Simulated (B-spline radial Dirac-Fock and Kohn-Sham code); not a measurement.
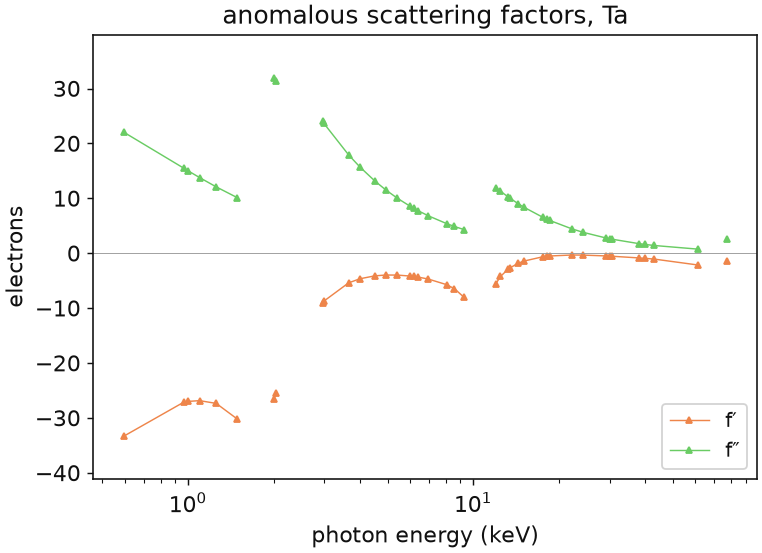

Anomalous X-ray scattering factors f′ and f″ against photon energy at the marked points (none within 2.5 % of an edge; lines break at edges). It refers to atomic Ta. Level of theory: a dispersion relation over the photoeffect in a Dirac–Hartree–Slater potential, tabulated edges, no fine structure; calculated with a B-spline radial code.

**What are f′ and f″ at Cu Kα?**

f′ = −5.71 and f″ = 5.41 electrons at 8.048 keV.

**What are f′ and f″ at Mo Kα?**

f′ = −0.639 and f″ = 6.58 electrons at 17.48 keV.

**At which of the marked points is f′ most negative?**

At 593.6 eV, f′ = −33.3.
